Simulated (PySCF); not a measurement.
Molecule: SMILES B[SiH2]CC(=O)OC (C3H9BO2Si). Atoms near the plane z = 1.0 Å, at the GFN2-xTB optimised geometry (x, y, z in Å): C3 (-0.6, -1.8, -0.1), C4 (0.3, -0.6, 0.0), O5 (1.5, -0.6, 0.0), O6 (-0.4, 0.6, 0.0), C7 (0.3, 1.8, 0.0), H12 (-0.1, -2.6, 0.4), H13 (-1.5, -1.6, 0.5), H15 (1.0, 1.9, 0.8), H16 (-0.4, 2.6, 0.0).

Calculation: B3LYP/def2-TZVP run with PySCF. The values are rescaled to run from 0 to 1.

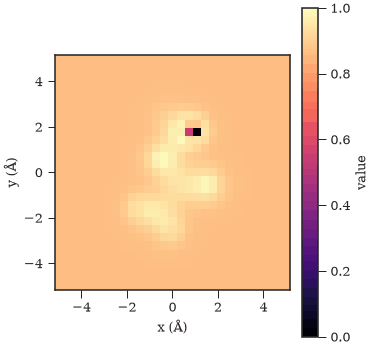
a field on the plane z = 1.0 Å.

Task: Which quantity is mapped?
(A) electron localisation function
(B) Laplacian of the electron density
(C) deformation density (molecule minus spherical neutral atoms)
(D) electrostatic potential

Result: B, Laplacian of the electron density. In full: Laplacian of the electron density (e/bohr⁵).
